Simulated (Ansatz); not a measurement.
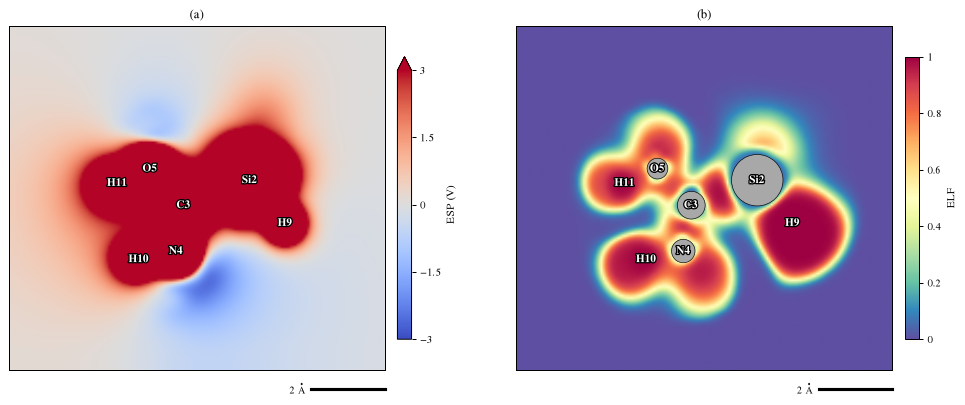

Figure 1: CH$_{6}$BNOSi. (a) electrostatic potential; (b) ELF on the plane of atoms C3, Si2 and H9. Grey discs cover the atomic cores in the ELF map.

Computed with RKS PBE-D4/def2-SVP in Ansatz 0.2.0.

```xyz
11

B    -1.2375   -0.0892    1.7853
Si   -0.0016   -0.9495    0.4522
C     0.6478    0.2747   -0.8749
N     1.9023    0.5050   -0.9821
O    -0.3741    0.8354   -1.5920
H    -1.4551   -0.6168    2.8601
H    -1.8337    0.9386    1.5269
H    -0.8747   -1.9714   -0.2493
H     1.1753   -1.6691    1.0460
H     2.1099    1.2064   -1.7224
H     0.0070    1.4790   -2.2294
```

### Read the bonding off the picture.

- Atoms in the plane: Si, C, N, O and H.
- C–N (1.28 Å): the ELF peaks at about 0.90 between the atoms; a covalent bond.
- C–O (1.37 Å): the ELF peaks at about 0.85 between the atoms (a polar covalent bond).
- C–Si (1.92 Å): the ELF peaks at about 1 between the atoms (localised, covalent bonding).
- O–H (0.98 Å): the ELF climbs to about 1 towards the hydrogen, as it does in any bond to H (an ordinary covalent bond to hydrogen).
- N–H (1.04 Å): the ELF climbs to about 1 towards the hydrogen; a covalent bond by its length.
- The ELF also peaks beside N4 and O5, away from the bonds: lone-pair regions.
- Outside the dense part of the molecule the potential is most negative (−2.5 V) near N4.
